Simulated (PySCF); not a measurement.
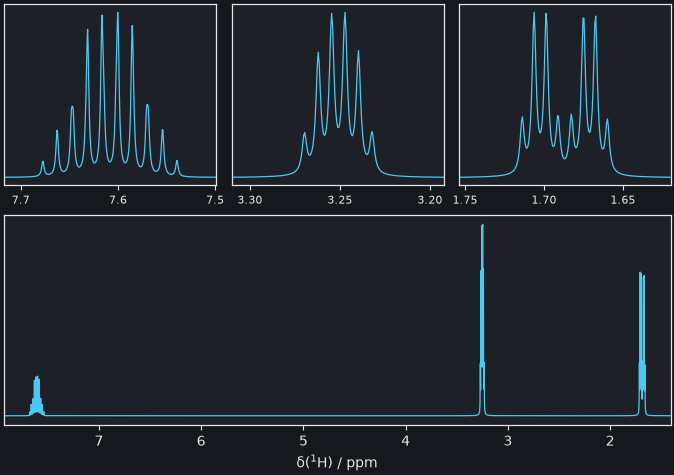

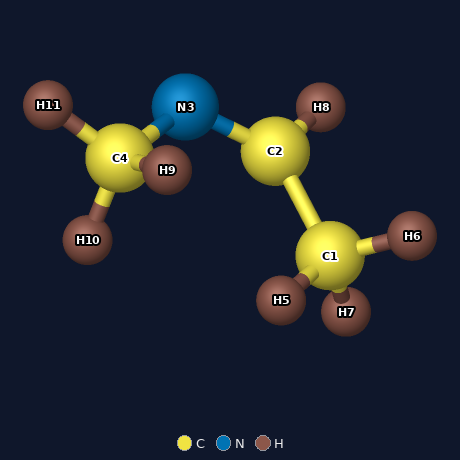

C₃H₇N, SMILES C/C=N\C. Simulated ¹H spectrum at 200 MHz, line width 0.6 Hz, from GIAO shifts (PBE0/pcSseg-1, against TMS) and couplings (B3LYP/pcJ-1), PySCF, at a PBE0-D3(BJ)/def2-SVP geometry (no frequency check). Gas phase, values of one conformer, averaged over methyl-type rotors and exact or near symmetry; couplings among ¹H are treated exactly, other nuclei are left out. The spin-dipole term of J is left out for all pairs. The upper panels enlarge each group of lines, each scaled alone.

> Assign the signals.

| δ (ppm) | nuclei | atoms |
| --- | --- | --- |
| 7.61 | 1 | H8 |
| 3.25 | 3 | H9, H10, H11 |
| 1.69 | 3 | H5, H6, H7 |

> Give the coupling constants used.

```tsv
pair	J (Hz)
H8 – H5/H6/H7	6.2
H8 – H9/H10/H11	−2.9
H9/H10/H11 – H5/H6/H7	1.5
```

Not listed: couplings under 0.5 Hz, those between magnetically equivalent nuclei.
